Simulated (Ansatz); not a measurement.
**Cl2H2HfO2: molecular dynamics**

The plan is to follow the molecule's vibrations and see whether its bonds hold. The start is relaxed first. Runs: 300 steps of 0.5 fs at constant energy, with velocities drawn for 1000 K.

Method: RHF/def2-SVP, in Ansatz 0.2.0.

## 1. The structure to begin with

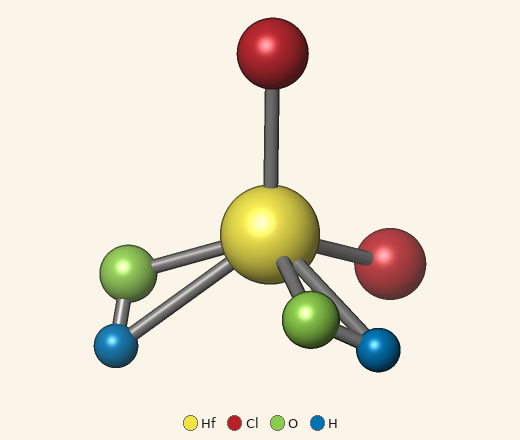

The starting structure, seen from a chosen angle (hafnium yellow, chlorine red, oxygen green, hydrogen blue).

Coordinates:

```xyz
7

Hf    0.0000    0.0000    0.0000
Cl    0.0000    0.0000    2.5200
O     1.9520    0.0000   -0.6893
H     2.2684   -0.9521   -0.8060
Cl   -1.1869    2.0563   -0.8392
O    -0.9750   -1.6891   -0.6893
H    -1.4296   -2.1548    0.0831
```

## 2. Preparing the start

input.yaml

```yaml
crystal:
  periodic: [false, false, false]
  atoms:
    - { symbol: Hf, position_ang: [0.0, 0.0, 0.0] }
    - { symbol: Cl, position_ang: [0.0, 0.0, 2.52] }
    - { symbol: O, position_ang: [1.952, 0.0, -0.6893] }
    - { symbol: H, position_ang: [2.2684, -0.9521, -0.806] }
    - { symbol: Cl, position_ang: [-1.1869, 2.0563, -0.8392] }
    - { symbol: O, position_ang: [-0.975, -1.6891, -0.6893] }
    - { symbol: H, position_ang: [-1.4296, -2.1548, 0.0831] }
basis:
  gaussian: { orbitals: def2-SVP }
hamiltonian:
  xc: hf
relax:
  f_tol: 0.02
  max_steps: 40
```

Command:

```
> ansatz run input.yaml --threads 1 --pin off --max-ram 2048MiB --backend cpu --events-out ev --progress --plain --runs-dir out
```

Further steps of the session: Dynamics.

Q: Predict the outcome of this session. Wanted: relaxation of the start; temperature, first and last step; temperature, second half; potential energy, second half; largest change of the total energy; bonds formed or broken.

As calculated:

```
                          quantity                          value
           relaxation of the start        6 moves, 1.458 eV lower
                            length            300 steps of 0.5 fs
  temperature, first and last step                 1000 and 622 K
          temperature, second half  mean 537 K, from 231 to 802 K
     potential energy, second half    +43 meV/atom from the start
largest change of the total energy                  0.04 meV/atom
            bonds formed or broken                              0
```

**Reading.** The temperature starts at 1000 K and averages 537 K in the second half, where it ranges from 231 to 802 K. About half is expected from a start at a minimum: kinetic energy passes into potential energy until both shares match. The total energy strays from its start by at most 0.04 meV/atom, under 0.1 % of the mean kinetic energy, so a step of 0.5 fs is short enough over this time. The bonding pattern survives the run. A run of 150 fs with 7 atoms shows the motion but fixes no equilibrium value. The nuclei move classically, without zero-point motion, which matters most for hydrogen.
